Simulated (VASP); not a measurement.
Band structure of HgTe (zinc blende). Method: modified Becke-Johnson potential (mBJ) with spin-orbit coupling, VASP's PBE PAW potentials (set 64) (plane waves; VASP).

mBJ is a potential without an energy functional, so only the levels count.

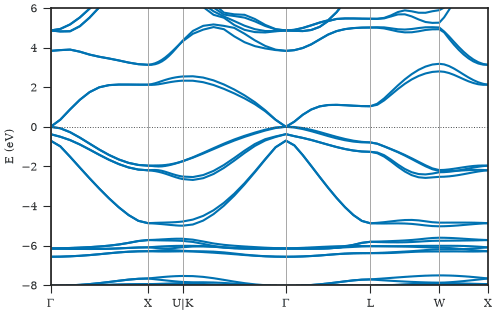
Fig. 1. Bands along high-symmetry lines, zero at the valence-band maximum or, without a gap, the Fermi level

Q: Read the plot: is there a gap, and where are the band edges?

A: It has no gap at this level: it comes out as a metal or semimetal.

The compound is HgTe in the zinc blende structure. It was relaxed first, which changed the volume by +9 %. The cell's shape comes from a PBE relaxation.
